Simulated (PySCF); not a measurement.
# Br2Tm (Tm(Br)2+): the cost of one run

The runs use PySCF 2.14.0; several levels, as the steps say, no spin–orbit coupling.

1 further run of the same task is left out (for a known fault of the program).

### Step 1. The system as given

3 atoms, charge 1, spin multiplicity 1.

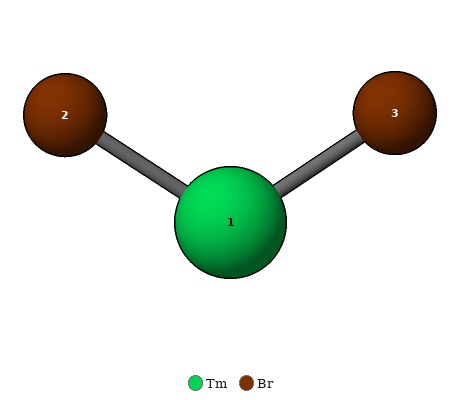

The structure; thulium green, bromine brown; atoms are numbered from 1 in the order of the file.

As a file:

```xyz
3

Tm    0.0000    0.0000   -0.7080
Br    2.0798    0.0000    0.6606
Br   -2.0798    0.0000    0.6606
```

Formal oxidation states: Tm +3. Each metal's 12 4f electrons lie in its core potential, so multiplicities, spins and levels count the valence alone. An earlier session relaxed this geometry at PBE0, Tm lcecp-1-SVP with ECP58, Br def2-SVP (singlet, point group C2v).

At PBE0 on the finer grid: E = -5185.799016 Eh, HOMO -13.10 eV, LUMO -8.15 eV, Mulliken charge on Tm1 +1.24 e, largest force component 0.018 eV/Å. 

Levels to run: PBE; TPSS; PBE0, TZVP. Hardware: 2 threads of Arm Neoverse V2, shared host.

### Step 2. PBE

run.py (the lines that set the calculation) reads:

```python
mol = gto.M(atom='''
Tm     0.00000     0.00000    -0.70803
Br     2.07977     0.00000     0.66064
Br    -2.07977     0.00000     0.66064''',
    basis={'Tm': 'lcecp-1-SVP', 'Br': 'def2-SVP'},
    ecp={'Tm': 'lcecp-1-SVP'},
    charge=1, spin=0)
mf = dft.RKS(mol, xc='PBE')
mf.grids.atom_grid = (75, 302)  # f atoms: unpruned, at least (60, 302)
mf = mf.density_fit()  # fitting sets: Tm AutoAux, Br def2-universal-JKFIT
mf.conv_tol = 1e-08; mf.max_cycle = 55
mf.kernel(dm0)  # dm0: the density of the relaxed state
```

The run is started by

```
$ OMP_NUM_THREADS=2 python run.py
```

**Question.** How long does this run take on 2 threads of Arm Neoverse V2, shared host?

About 4 s.
